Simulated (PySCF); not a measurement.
# SnH2O2 (SMILES [OH][Sn][OH]) at 3 levels

Aim: a comparison of 3 runs (HF/STO-3G, HF/3-21G, PBE/def2-SVPD) of SnH2O2. 

Program for the calculation: PySCF 2.14.0.

### Step 1. The system as given

SnH2O2: 5 atoms, total charge 0, spin state singlet. As SMILES, `[OH][Sn][OH]`. The coordinates come from a PBE0-D4/def2-TZVP relaxation. This is one conformer, not always the lowest.

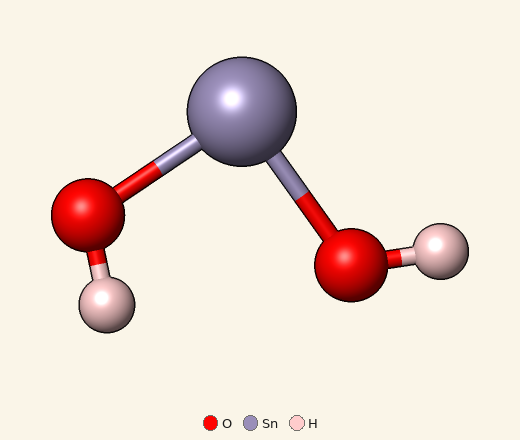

Viewed from a chosen angle; oxygen red, tin purple, hydrogen pink.

### Step 2. Energy and forces at HF/STO-3G (run 1)

run.py reads:

```python
from pyscf import gto, scf

mol = gto.Mole()
mol.atom = [
    ('O', (-0.984300, 0.177800, -0.613800)),
    ('Sn', (-0.153700, -0.943900, 0.800900)),
    ('O', (1.561800, 0.002900, 0.636100)),
    ('H', (-1.901200, -0.005600, -0.831400)),
    ('H', (1.527200, 0.695100, -0.033300)),
]
mol.basis = 'sto-3g'
mol.spin = 0
mol.verbose = 4
mol.max_memory = 1860
mol.build()

hf = scf.RHF(mol)
hf.conv_tol = 1e-10
hf.kernel()
if not hf.converged:
    hf = hf.newton().run(hf.mo_coeff, hf.mo_occ)

etot = hf.e_tot
print('Final energy', etot)
grad = hf.nuc_grad_method().kernel()
dip = hf.dip_moment()
pop, q = hf.mulliken_pop()
```

Launch:

```bash
$ OMP_NUM_THREADS=1 python run.py
```

The program printed:

```text
PySCF version 2.14.0

[... 59 lines left out ...]
converged SCF energy = -6112.12827227122
Final energy -6112.128272271225
[... 11 lines left out ...]
Dipole moment(X, Y, Z, Debye): -1.64153, -0.62003, -0.11325
[... 45 lines left out ...]
charge of    4H =      0.13797
```

It took 2 s on 1 thread of Intel Xeon Platinum 8488C (Sapphire Rapids), shared host; peak memory 0.13 GiB.

### Step 3. Energy and gradient at HF/3-21G (run 2)

input.xyz reads:

```xyz
5
H2O2Sn
O     -0.984300     0.177800    -0.613800
Sn    -0.153700    -0.943900     0.800900
O      1.561800     0.002900     0.636100
H     -1.901200    -0.005600    -0.831400
H      1.527200     0.695100    -0.033300
```

run.py reads:

```python
# [OH][Sn][OH]
import pyscf.grad
from pyscf import gto

system = gto.Mole()
system.atom = 'input.xyz'
system.max_memory = 1860
system.charge = 0
system.spin = 0
system.verbose = 3
system.basis = '3-21g'
system.build()

hf = system.RHF()
hf.conv_tol = 1e-10
hf.kernel()
if not hf.converged:
    hf = hf.newton().run(hf.mo_coeff, hf.mo_occ)

e_tot = hf.e_tot
print('Final energy', e_tot)
grad = hf.Gradients().kernel()
dip = hf.dip_moment()
pop, q = hf.mulliken_pop()
```

Launch:

```bash
$ OMP_NUM_THREADS=1 python run.py
```

The program printed:

```text
converged SCF energy = -6146.38421271268
Final energy -6146.384212712675
[... 8 lines left out ...]
Dipole moment(X, Y, Z, Debye): -2.48068, -0.98763, -0.12334
[... 59 lines left out ...]
charge of    4H =      0.37482
```

Run time: 2 s. Hardware: 1 thread of Intel Xeon Platinum 8488C (Sapphire Rapids), shared host; peak memory 0.13 GiB.

### Step 4. Energy and gradient at PBE/def2-SVPD (core potential) (run 3)

job.py reads:

```python
import pyscf.grad
from pyscf import gto, dft

mol = gto.M(
    atom=[
    ('O', (-0.984300, 0.177800, -0.613800)),
    ('Sn', (-0.153700, -0.943900, 0.800900)),
    ('O', (1.561800, 0.002900, 0.636100)),
    ('H', (-1.901200, -0.005600, -0.831400)),
    ('H', (1.527200, 0.695100, -0.033300)),
],
    basis='def2-svpd',
    verbose=3,
    ecp={'Sn': 'def2-svp'},
    max_memory=1860,
)

ks = dft.RKS(mol, xc='pbe')
ks.grids.level = 5
ks.conv_tol = 1e-10
ks.kernel()
if not ks.converged:
    ks = ks.newton().run(ks.mo_coeff, ks.mo_occ)

etot = ks.e_tot
print('E(%s) = %.9f' % ('PBE', etot))
grad = ks.Gradients().kernel()
dip = ks.dip_moment()
pop, q = ks.mulliken_pop()
```

Launch:

```bash
$ OMP_NUM_THREADS=1 python job.py
```

The program printed:

```text
converged SCF energy = -365.745999941782
[... 9 lines left out ...]
Dipole moment(X, Y, Z, Debye): -2.12470, -1.18468,  0.21485
[... 100 lines left out ...]
charge of    4H =      0.18344
```

Run time: 18 s. Hardware: 1 thread of Intel Xeon Platinum 8488C (Sapphire Rapids), shared host; peak memory 0.92 GiB.

### Step 5. Overview of the runs

| run | level | core potential | integration grid | energy (Eh) | dipole moment (D) | HOMO energy (eV) | LUMO energy (eV) | wall time |
| --- | --- | --- | --- | --- | --- | --- | --- | --- |
| 1 | HF/STO-3G | – | – | -6112.128272 | 1.76 | -5.56 | 5.24 | 2 s |
| 2 | HF/3-21G | – | – | -6146.384213 | 2.67 | -9.28 | 1.04 | 2 s |
| 3 | PBE/def2-SVPD (core potential) | def2-svp | 5 | -365.746000 | 2.44 | -6.47 | -2.72 | 18 s |

### Step 6. Summary of results

| quantity | value |
| --- | --- |
| run 3: total energy | -365.74600 Eh |
| run 3: dipole moment | 2.44 D |
| run 3: HOMO energy | -6.47 eV |
| run 3: LUMO energy | -2.72 eV |
| run 3: HOMO–LUMO gap | 3.75 eV |
| run 3: largest force on an atom | 1.786 eV/Å |

**Reading.** The dipole moment (its size) runs from 1.76 D (HF/STO-3G) to 2.67 D (HF/3-21G). The HOMO–LUMO gap runs from 3.75 eV (PBE/def2-SVPD) to 10.80 eV (HF/STO-3G). The two ends differ in method and basis and core potential. Some runs of one species differ in core potentials or relativity; totals across that change don't compare. In run 1 the basis is minimal, so the values are rough. In runs 1, 2 relativity is left out where basis or elements ask for it. All runs together took 22 s, the longest 18 s.
